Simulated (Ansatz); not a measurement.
**PH₃ (singlet): from Hartree-Fock to the top rungs, cc-pV(D+d)Z**

Aim: climb from Hartree-Fock through coupled cluster and multireference methods for PH₃ (singlet) at one geometry and basis, and see what each rung misses.

Computed with Ansatz 0.2.0, Gaussian basis. Level: cc-pV(D+d)Z, core rule «outside noble gas», up to 5 orbitals frozen.

The runs, in order: UHF; CCSD(T) on RHF; BCCD(T) on RHF; CISD; CCSDT(Q) on RHF; CISDTQ; CCSDTQ on RHF; CASSCF and MRCISD+Q, 8 electrons in 7 orbitals; CASSCF and NEVPT2, 8 electrons in 7 orbitals.

10 further runs of the same task are left out: 1 that didn't finish, 9 set aside as unsound or not needed.

**1. The geometry**

The geometry is an MP2(full)/6-31G* stationary point (not a proven minimum).

4 atoms, charge 0, spin multiplicity 1.

Atoms are counted from 1 here; the program's logs count them from 0.

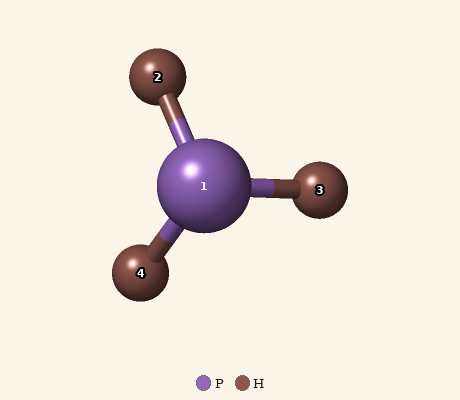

The structure; phosphorus purple, hydrogen brown; atoms are numbered from 1 in the order of the file.

**2. UHF**

in.yaml reads:

```yaml
crystal:
  periodic: [false, false, false]
  atoms:
    - {symbol: P, position_ang: [0.000000, 0.000000, 0.066503]}
    - {symbol: H, position_ang: [-0.000001, 1.200646, -0.681212]}
    - {symbol: H, position_ang: [1.039791, -0.600324, -0.681211]}
    - {symbol: H, position_ang: [-1.039791, -0.600324, -0.681210]}
basis:
  gaussian: {orbitals: "cc-pV(D+d)Z.json"}
magnetization: {spin_polarized: true, initial_magnetization: 0}
hamiltonian: {xc: hf}
output: {orbitals: {seedname: orbitals}}
```

Command:

```console
ansatz run in.yaml --threads 1 --pin off --events-out ev --progress --plain --max-ram 2764MiB --backend cpu
```

The runs that follow: CCSD(T) on RHF; BCCD(T) on RHF; CISD; CCSDT(Q) on RHF; CISDTQ; CCSDTQ on RHF; CASSCF and MRCISD+Q, 8 electrons in 7 orbitals; CASSCF and NEVPT2, 8 electrons in 7 orbitals.

**Question.** What will the summary of the whole plan be? Wanted: RCCSDTQ below the RHF energy; RMP2 from RCCSDTQ; RCCSD from RCCSDTQ; RCCSD(T) from RCCSDTQ; RCCSDT(Q) from RCCSDTQ; NEVPT2 valence from RCCSDTQ; MRCISD+Q valence from RCCSDTQ; T1 diagnostic; effectively unpaired electrons.

**Answer**, as computed:

```
                         quantity                                                           value
     RCCSDTQ below the RHF energy                                                      -4.5854 eV
                RMP2 from RCCSDTQ                                                      +922.3 meV
               RCCSD from RCCSDTQ                                                      +123.2 meV
            RCCSD(T) from RCCSDTQ                                                       +22.2 meV
           RCCSDT(Q) from RCCSDTQ                                                        +0.6 meV
      NEVPT2 valence from RCCSDTQ                                                      +845.7 meV
    MRCISD+Q valence from RCCSDTQ                                                        +2.7 meV
levels within 1 kcal/mol (43 meV)  RCCSD(T), BCCD(T), RCCSDT, CISDTQ, RCCSDT(Q), MRCISD+Q valence
                    T1 diagnostic                                                           0.011
   effectively unpaired electrons                                                            0.01
```

RCCSD(T) misses by +22.2 meV, 0.5 % of the correlation energy. One determinant dominates. Of the multireference levels listed MRCISD+Q valence comes nearest in total energy (+2.7 meV), which doesn't show that its space is the better one. These misses are within one basis, not against nature.
